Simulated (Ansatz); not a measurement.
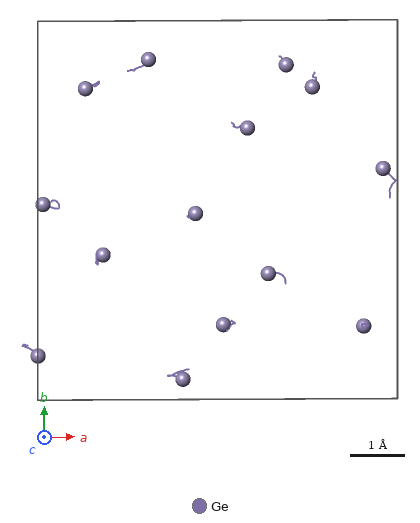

First-principles dynamics of an amorphous cell of composition Ge (14 atoms in the cell), 204 fs long. It starts from the last geometry of an earlier run, with fresh velocities. Lines trace each atom's path, in the colour of its element; spheres stand at the starting positions. Seen along the c axis in the simulation cell.

The calculation used DFT PBE, scalar-relativistic, plane waves, PAW in Ansatz. Set-up: plane-wave cutoff 420 eV; k-point mesh 1 × 1 × 1; Fermi-Dirac smearing 0.05 eV; volume 0.96 times that of the relaxed crystal; set temperature 300 K; time step 3 fs.

Input
```yaml
crystal:
  lattice:
    - [6.678448, 0.021625, -0.150305]
    - [0.021625, 7.032622, -0.169154]
    - [-0.150305, -0.169154, 6.875297]
  atoms:
    - { symbol: Ge, position: [0.1325899618, 0.8217655478, 0.9014554738] }
    - { symbol: Ge, position: [0.5161658129, 0.1971377387, 0.8336836841] }
    - { symbol: Ge, position: [0.6905393264, 0.882313275, 0.679271573] }
    - { symbol: Ge, position: [0.0010473075, 0.1166646027, 0.5325985273] }
    - { symbol: Ge, position: [0.4037048675, 0.0534894491, 0.130038129] }
    - { symbol: Ge, position: [0.9061323698, 0.191889934, 0.8751480241] }
    - { symbol: Ge, position: [0.014786934, 0.5165423764, 0.768066232] }
    - { symbol: Ge, position: [0.9600312479, 0.6076454341, 0.3890127108] }
    - { symbol: Ge, position: [0.4387141307, 0.4907791525, 0.6270531803] }
    - { symbol: Ge, position: [0.1816938956, 0.3826612973, 0.1305769792] }
    - { symbol: Ge, position: [0.3078168385, 0.8982207793, 0.5470116574] }
    - { symbol: Ge, position: [0.5830267489, 0.7160975591, 0.35739468] }
    - { symbol: Ge, position: [0.6409798802, 0.3314678242, 0.3375181742] }
    - { symbol: Ge, position: [0.7633063681, 0.8237618628, 0.0350140737] }
  symmetry: { detect: false }
basis:
  ecutwfc: 420
  xc_grid: 1
kpoints:
  mp_grid: { grid: [1, 1, 1], shift: [0.25, 0.25, 0.25] }
hamiltonian:
  xc: pbe
scf:
  occupations: { method: fermi_dirac, width: 0.05 }
  lower_state_search: "off"
  convergence: { dr2_threshold: 1.0e-05 }
output:
  forces: true
  stress: true
md:
  timestep: 3.0
  n_steps: 68
  ensemble: nvt_langevin
  friction: 0.015
  temperature: 300.0
  initial_velocities: maxwell_boltzmann
  seed: 6094
```

Run as
```bash
ansatz run input.yaml --threads 2 --pin off --max-ram 5120MiB --backend cpu --events-out ev --progress --plain --runs-dir out
```

### Describe the motion.

Root-mean-square distances from the starting positions over the second half, with the common drift of all atoms taken out: Ge 0.28 Å. That is small against the typical shortest distance between atoms in the first frame, about 2.5 Å: the atoms vibrate about their sites and the arrangement holds. The mean temperature in the second half is 272 K (standard deviation 41 K). The potential energy is still drifting at the end, so the run hasn't reached equilibrium. The potential energy in the second half lies on average 93.3 meV per atom below the first frame. The mean pressure there is −0.7 GPa.

Limits of the set-up: the periodic images lie only 6.7 Å apart, so the values are limited by the cell's size.

The run took 3.6 min on 2 threads of Intel(R) Xeon(R) Processor @ 2.50GHz (Skylake/Cascade Lake), on a shared host, peak memory 0.53 GiB.
